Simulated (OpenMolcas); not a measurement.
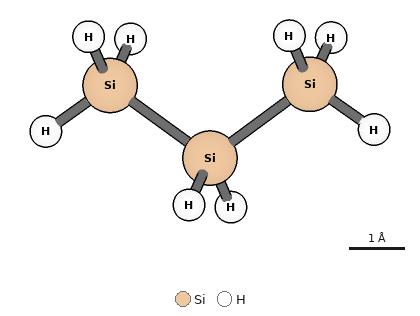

Fig. 1: The structure as given in the input (ball-and-stick view, seen at a tilt).

**Single-point calculation, with input and output: Si3H8**

Si3H8, SMILES [SiH3][SiH2][SiH3], computed with HF/ANO-R0, RHF, sfX2C (OpenMolcas 26.06).

The geometry comes from this level: PBE0-D4/def2-TZVP.

**Input**
```
>>> EXPORT MOLCAS_PRINT=2

&GATEWAY
 Coord
 coord.xyz
 Basis
 ANO-R0
 Group
 NoSym

&SEWARD

&SCF
 PrOrbitals
 1 1
```

**File coord.xyz**
```
11

Si    -1.292570     1.366730    -0.525270
Si    -0.462570    -0.807300    -0.296320
Si     1.631930    -0.774400     0.742750
H     -2.625850     1.367720    -1.185120
H     -0.354030     2.180440    -1.344070
H     -1.422540     2.000090     0.814640
H     -0.343400    -1.440160    -1.640160
H     -1.410380    -1.620800     0.516390
H      1.515950    -0.154940     2.090430
H      2.583820     0.031780    -0.068050
H      2.179610    -2.149160     0.894770
```

Launch command:
```bash
export MOLCAS_MEM=1860
pymolcas step1.input > step1.log
```

**What the program printed**
```
--- Start Module: gateway ---

                                              &GATEWAY

                       available to each process: 1.9 GB of memory, 1 thread

++    Symmetry information:
      ---------------------

                    Character Table for C1

                             E
                    a        1  x, y, xy, Rz, z, xz, Ry, yz, Rx, I
--

++    Basis set information:
      ----------------------

      Basis set label: SI.ANO-R...3S2P.

      Electronic valence basis set:
      ------------------
      Associated Effective Charge  14.000000 au
      Associated Actual Charge     14.000000 au
      Nuclear Model: Finite nucleus - Gaussian distribution
        Gaussian exponent, Xi/bohr**(-2):  4.34677E+08

      Shell  nPrim  nBasis  Cartesian Spherical Contaminant
         s      16       3        X
         p      11       2        X

      Basis set label: H.ANO-R...1S.

      Electronic valence basis set:
      ------------------
      Associated Effective Charge   1.000000 au
      Associated Actual Charge      1.000000 au
      Nuclear Model: Finite nucleus - Gaussian distribution
        Gaussian exponent, Xi/bohr**(-2):  2.12482E+09

      Shell  nPrim  nBasis  Cartesian Spherical Contaminant
         s       7       1        X
--

++    Molecular structure info:
      -------------------------

                    ************************************************
                    **** Cartesian Coordinates / bohr, angstrom ****
                    ************************************************

     Center  Label                x              y              z                     x              y              z
        1      SI1             -2.442603       2.582745      -0.992616             -1.292570       1.366730      -0.525270
        2      SI2             -0.874131      -1.525576      -0.559964             -0.462570      -0.807300      -0.296320
        3      SI3              3.083901      -1.463404       1.403594              1.631930      -0.774400       0.742750
        4      H4              -4.962137       2.584616      -2.239552             -2.625850       1.367720      -1.185120
        5      H5              -0.669020       4.120434      -2.539924             -0.354030       2.180440      -1.344070
        6      H6              -2.688211       3.779622       1.539446             -1.422540       2.000090       0.814640
        7      H7              -0.648932      -2.721508      -3.099453             -0.343400      -1.440160      -1.640160
        8      H8              -2.665232      -3.062868       0.975836             -1.410380      -1.620800       0.516390
        9      H9               2.864730      -0.292794       3.950340              1.515950      -0.154940       2.090430
       10      H10              4.882712       0.060055      -0.128596              2.583820       0.031780      -0.068050
       11      H11              4.118866      -4.061324       1.690870              2.179610      -2.149160       0.894770

                    ***************************************
                    *    InterNuclear Distances / bohr    *
                    ***************************************

               1 SI1           2 SI2           3 SI3           4 H4            5 H5            6 H6
    1 SI1      0.000000
    2 SI2      4.418778        0.000000
    3 SI3      7.256404        4.418760        0.000000
    4 H4       2.811210        6.035437        9.715848        0.000000
    5 H5       2.811449        5.986631        7.798397        4.569444        0.000000
    6 H6       2.811437        5.986947        7.799042        4.569421        4.564488        0.000000
    7 H7       5.982568        2.816021        5.982834        6.891888        6.864813        8.242739
    8 H8       5.983086        2.816024        5.982791        6.892646        8.242892        6.865702
    9 H9       7.801880        5.986792        2.811455       10.385284        8.607410        7.296036
   10 H10      7.795559        5.986781        2.811451       10.380299        7.288546        8.598629
   11 H11      9.715845        6.035419        2.811204       11.919789       10.380975       10.384588

               7 H7            8 H8            9 H9           10 H10          11 H11
    7 H7       0.000000
    8 H8       4.559602        0.000000
    9 H9       8.242819        6.863051        0.000000
   10 H10      6.867472        8.242808        4.564479        0.000000
   11 H11      6.890153        6.894358        4.569450        4.569429        0.000000

                    *******************************************
                    *    InterNuclear Distances / angstrom    *
                    *******************************************

               1 SI1           2 SI2           3 SI3           4 H4            5 H5            6 H6
    1 SI1      0.000000
    2 SI2      2.338317        0.000000
    3 SI3      3.839924        2.338307        0.000000
    4 H4       1.487629        3.193816        5.141406        0.000000
    5 H5       1.487755        3.167989        4.126734        2.418046        0.000000
    6 H6       1.487749        3.168156        4.127075        2.418034        2.415423        0.000000
    7 H7       3.165839        1.490174        3.165979        3.647030        3.632702        4.361870
    8 H8       3.166113        1.490176        3.165957        3.647431        4.361951        3.633173
    9 H9       4.128577        3.168074        1.487758        5.495655        4.554845        3.860896
   10 H10      4.125232        3.168068        1.487756        5.493018        3.856933        4.550198
   11 H11      5.141404        3.193806        1.487625        6.307680        5.493375        5.495287

               7 H7            8 H8            9 H9           10 H10          11 H11
    7 H7       0.000000
    8 H8       2.412838        0.000000
    9 H9       4.361912        3.631770        0.000000
   10 H10      3.634110        4.361906        2.415419        0.000000
   11 H11      3.646112        3.648337        2.418049        2.418038        0.000000

                    **************************************
                    *    Valence Bond Angles / degree    *
                    **************************************
                          Atom centers                 Phi
                      4 H4       1 SI1      5 H5       108.72
                      4 H4       1 SI1      6 H6       108.72
                      5 H5       1 SI1      6 H6       108.54
                      7 H7       2 SI2      8 H8       108.11
                      9 H9       3 SI3     10 H10      108.54
                      9 H9       3 SI3     11 H11      108.72
                     10 H10      3 SI3     11 H11      108.72
--

            Nuclear Potential Energy            193.11783707 au

--- Stop Module: gateway /rc=_RC_ALL_IS_WELL_ ---

--- Start Module: seward ---

                                              &SEWARD

                       available to each process: 1.9 GB of memory, 1 thread

               SEWARD will generate:
                  Multipole Moment integrals up to order  2
                  Kinetic Energy integrals
                  Nuclear Attraction integrals (finite nuclei - Gaussian type)
                  One-Electron Hamiltonian integrals
                  Velocity integrals
                  Relativistic X2C integrals
                  Orbital angular momentum around ( -0.0683  -0.1191  -0.0437 )
                  Velocity quadrupole around ( -0.0683  -0.1191  -0.0437 )
                  Atomic mean-field integrals
                  Two-Electron Repulsion integrals

                   Integrals are discarded if absolute value <: 1.00E-14
                   Integral cutoff threshold is set to       <: 1.00E-16

            Nuclear Potential Energy            193.11783707 au

      Basis set specifications :
      Symmetry species         a
      Basis functions           35

--- Stop Module: seward /rc=_RC_ALL_IS_WELL_ ---
--- Module seward spent 5 seconds ---

--- Start Module: scf ---

                                                &SCF

                       available to each process: 1.9 GB of memory, 1 thread

++    Input section:
      --------------

      Header of the integral files:

      Cartesian coordinates in angstrom:
      -----------------------------------------------------
      No.  Label        X            Y            Z
      -----------------------------------------------------
       1   SI1       -1.29257000   1.36673000  -0.52527000
       2   SI2       -0.46257000  -0.80730000  -0.29632000
       3   SI3        1.63193000  -0.77440000   0.74275000
       4   H4        -2.62585000   1.36772000  -1.18512000
       5   H5        -0.35403000   2.18044000  -1.34407000
       6   H6        -1.42254000   2.00009000   0.81464000
       7   H7        -0.34340000  -1.44016000  -1.64016000
       8   H8        -1.41038000  -1.62080000   0.51639000
       9   H9         1.51595000  -0.15494000   2.09043000
      10   H10        2.58382000   0.03178000  -0.06805000
      11   H11        2.17961000  -2.14916000   0.89477000
      -----------------------------------------------------
      Nuclear repulsion energy =  193.11783707
--

++    Orbital specifications:
      -----------------------

      Symmetry species               1
                                     a
      Frozen orbitals                0
      Occupied orbitals             25
      Secondary orbitals            10
      Deleted orbitals               0
      Total number of orbitals      35
      Number of basis functions     35
--

      Molecular charge                           0.000

++    Optimization specifications:
      ----------------------------

      SCF Algorithm: Conventional
      Minimized density differences are used
      Number of density matrices in core                 5
      Maximum number of NDDO SCF iterations            400
      Maximum number of HF SCF iterations              400
      Threshold for SCF energy change             1.00E-09
      Threshold for density matrix                1.00E-04
      Threshold for Fock matrix                   1.50E-04
      Threshold for linear dependence             1.00E-09
      Threshold at which DIIS is turned on        1.50E-01
      Maximum depth in the DIIS procedure                5
      Maximum depth in the BFGS Hessian update          30
      Threshold at which QNR/C2DIIS is turned on  7.50E-02
      Threshold for Norm(delta) (QNR/C2DIIS)      1.00E-03
      All orbitals punched on: SCFORB
--

      Input vectors read from INPORB
      Orbital file label: *Guess orbitals

++ Convergence information
                                   SCF        iterations: Energy and convergence statistics

Iter     Tot. SCF        One-elec.       Two-elec.     Energy      Max Dij or  Max Fij      DNorm      TNorm      AccCon     Time
         Energy          Energy          Energy        Change      Delta Norm                                                in Sec.
   1  -872.322533559 -1584.157034128   518.716663497   0.00E+00    2.40E-01*   1.25E-01*    9.46E+00   1.23E+02   None         0.
   2  -872.437858912 -1586.848114088   521.292418105  -1.15E-01*   4.46E-02*   2.07E-02*    1.18E+00   1.23E+02   EDIIS        0.
   3  -872.445532405 -1586.718747035   521.155377558  -7.67E-03*   6.45E-03*   9.47E-03*    2.04E-01   1.23E+02   c2DIIS       0.
   4  -872.446262049 -1586.772107996   521.208008875  -7.30E-04*   1.13E-03*   3.76E-04*    3.60E-02   1.23E+02   QNRc2DIIS    0.
   5  -872.446264226 -1586.756315565   521.192214268  -2.18E-06*   3.81E-04    1.34E-04     4.23E-03   1.23E+02   QNRc2DIIS    0.
   6  -872.446264390 -1586.757455454   521.193353992  -1.64E-07*   3.82E-05    1.65E-05     7.14E-04   1.23E+02   QNRc2DIIS    0.
   7  -872.446264392 -1586.757720569   521.193619105  -2.23E-09*   8.97E-06    3.62E-06     1.35E-04   1.23E+02   QNRc2DIIS    0.
   8  -872.446264392 -1586.757741688   521.193640224  -9.39E-11    8.72E-07    2.13E-07     1.64E-05   1.23E+02   QNRc2DIIS    0.

       Convergence after   8 Iterations
--

 *****************************************************************************************************************************
 *                                             SCF/KS-DFT Program, Final results                                             *
 *                                                       Final Results                                                       *
 *****************************************************************************************************************************

::    Total SCF energy                               -872.4462643920
      One-electron energy                           -1586.7577416879
      Two-electron energy                             521.1936402241
      Nuclear repulsion energy                        193.1178370717
      Kinetic energy (interpolated)                   881.8950235567
      Virial theorem                                    0.9892858459
      Total spin, S(S+1)                                0.0000000000
      Total spin, S                                     0.0000000000
      Max non-diagonal density matrix element           0.0000007179
      Max non-diagonal Fock matrix element              0.0000000303

      All orbitals with orbital energies smaller than  E(LUMO)+0.5 are printed

++    Molecular orbitals:
      -------------------

      Title: SCF orbitals

      Molecular orbitals for symmetry species 1: a

          Orbital            1         2         3         4         5         6         7         8         9        10
          Energy          -69.1292  -69.1292  -69.1116   -6.3425   -6.3425   -6.3260   -4.4198   -4.4198   -4.4197   -4.4197
          Occ. No.          2.0000    2.0000    2.0000    2.0000    2.0000    2.0000    2.0000    2.0000    2.0000    2.0000

          Orbital           11        12        13        14        15        16        17        18        19        20
          Energy           -4.4173   -4.4173   -4.4043   -4.4027   -4.4012   -0.8781   -0.8127   -0.7340   -0.5578   -0.5474
          Occ. No.          2.0000    2.0000    2.0000    2.0000    2.0000    2.0000    2.0000    2.0000    2.0000    2.0000

          Orbital           21        22        23        24        25        26        27        28        29        30
          Energy           -0.5374   -0.5366   -0.5194   -0.4867   -0.4724    0.0641    0.0850    0.0855    0.0947    0.1129
          Occ. No.          2.0000    2.0000    2.0000    2.0000    2.0000    0.0000    0.0000    0.0000    0.0000    0.0000

          Orbital           31        32        33        34        35
          Energy            0.1487    0.1599    0.2072    0.2091    0.2462
          Occ. No.          0.0000    0.0000    0.0000    0.0000    0.0000

--

++    Molecular charges:
      ------------------

      Mulliken charges per centre and basis function type
      ---------------------------------------------------

                SI1     SI2     SI3     H4      H5      H6      H7      H8      H9      H10     H11
      1s       2.0000  2.0000  2.0000  0.9867  0.9953  0.9953  0.9954  0.9954  0.9953  0.9954  0.9867
      2s       2.0000  2.0001  2.0000  0.0000  0.0000  0.0000  0.0000  0.0000  0.0000  0.0000  0.0000
      2px      2.0000  2.0000  2.0000  0.0000  0.0000  0.0000  0.0000  0.0000  0.0000  0.0000  0.0000
      2pz      2.0000  2.0000  2.0000  0.0000  0.0000  0.0000  0.0000  0.0000  0.0000  0.0000  0.0000
      2py      2.0000  2.0000  2.0000  0.0000  0.0000  0.0000  0.0000  0.0000  0.0000  0.0000  0.0000
      3s       1.3753  1.3298  1.3753  0.0000  0.0000  0.0000  0.0000  0.0000  0.0000  0.0000  0.0000
      3px      0.8804  0.8889  0.9081  0.0000  0.0000  0.0000  0.0000  0.0000  0.0000  0.0000  0.0000
      3pz      0.8639  0.8725  0.8716  0.0000  0.0000  0.0000  0.0000  0.0000  0.0000  0.0000  0.0000
      3py      0.9075  0.9092  0.8722  0.0000  0.0000  0.0000  0.0000  0.0000  0.0000  0.0000  0.0000
      Total   14.0271 14.0003 14.0271  0.9867  0.9953  0.9953  0.9954  0.9954  0.9953  0.9954  0.9867

      N-E     -0.0271 -0.0003 -0.0271  0.0133  0.0047  0.0047  0.0046  0.0046  0.0047  0.0046  0.0133

      Total electronic charge=   50.000000

      Total            charge=   -0.000000
--

++    Static properties:
      ------------------

      LoProp Charges per center

                   SI1      SI2      SI3      H4       H5       H6       H7       H8       H9       H10
      Nuclear     14.0000  14.0000  14.0000   1.0000   1.0000   1.0000   1.0000   1.0000   1.0000   1.0000
      Electronic -14.0385 -13.9922 -14.0385  -0.9860  -0.9914  -0.9914  -0.9966  -0.9966  -0.9913  -0.9914

      Total       -0.0385   0.0078  -0.0385   0.0140   0.0086   0.0086   0.0034   0.0034   0.0087   0.0086

                   H11
      Nuclear      1.0000
      Electronic  -0.9860

      Total        0.0140
--

++    Natural Bond Order analysis
      ---------------------------
      Based on LoProp computed density
      -------------------------------------------------------------------------------------
      Atom A       Atom B       Bond Order
      -------------------------------------------------------------------------------------
      NBO located      1.000 non-bonded electrons on atom SI1
      NBO located      0.997 non-bonded electrons on atom SI1
      NBO located      0.999 non-bonded electrons on atom SI1
      NBO located      0.999 non-bonded electrons on atom SI1
      NBO located      0.999 non-bonded electrons on atom SI1
      NBO located      0.996 non-bonded electrons on atom SI2
      NBO located      1.000 non-bonded electrons on atom SI2
      NBO located      0.999 non-bonded electrons on atom SI2
      NBO located      0.999 non-bonded electrons on atom SI2
      NBO located      0.999 non-bonded electrons on atom SI2
      NBO located      0.997 non-bonded electrons on atom SI3
      NBO located      1.000 non-bonded electrons on atom SI3
      NBO located      0.999 non-bonded electrons on atom SI3
      NBO located      0.999 non-bonded electrons on atom SI3
      NBO located      0.999 non-bonded electrons on atom SI3
      The remaining   12.786 electrons are to be considered as diffuse
--

++    Molecular properties:
      ---------------------

      Charge (e):
                      =   -0.0000
      Dipole Moment (debye):
      Origin of the operator (angstrom)=   -0.0361   -0.0630   -0.0231
                   X= -1.5089E-01               Y= -2.6309E-01               Z= -9.6244E-02           Total=  3.1819E-01
      Quadrupole Moment (debye*angstrom):
      Origin of the operator (angstrom)=   -0.0361   -0.0630   -0.0231
                  XX= -6.9626E+01              XY=  7.0515E-01              XZ= -1.0709E+00              YY= -6.9546E+01
                  YZ=  1.6506E-01              ZZ= -6.7859E+01
      In traceless form (debye*angstrom)
                  XX= -9.2356E-01              XY=  1.0577E+00              XZ= -1.6063E+00              YY= -8.0328E-01
                  YZ=  2.4759E-01              ZZ=  1.7268E+00
--

--- Stop Module: scf /rc=_RC_ALL_IS_WELL_ ---
--- Module scf spent 1 second ---

.##################.
.# Happy landing! #.
.##################.

    Timing: Wall=7.79 User=6.34 System=1.42
```

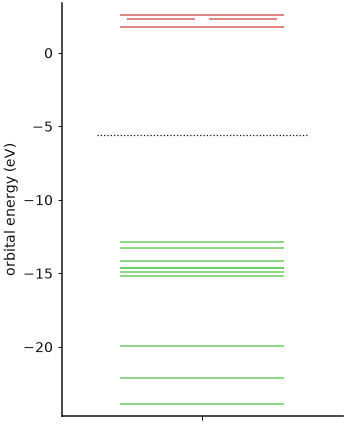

Fig. 2: Orbital energies near the frontier; the dotted line parts filled from empty levels, and levels within 0.02 eV of each other stand side by side. Highest filled −12.85 eV, lowest empty 1.74 eV, 14.59 eV apart.

**Summary**

| quantity | value |
| --- | --- |
| outcome | converged |
| total energy | −872.446264 hartree |
| basis functions | 35 |
| HOMO | −12.85 eV |
| LUMO | 1.74 eV |
| dipole moment | 0.32 debye |
| hardware | 1 thread of Intel Xeon @ 2.50GHz (Skylake/Cascade Lake), 192 GiB of memory available, shared host |
| wall time | 8.7 s |
| peak memory | 0.38 GiB |
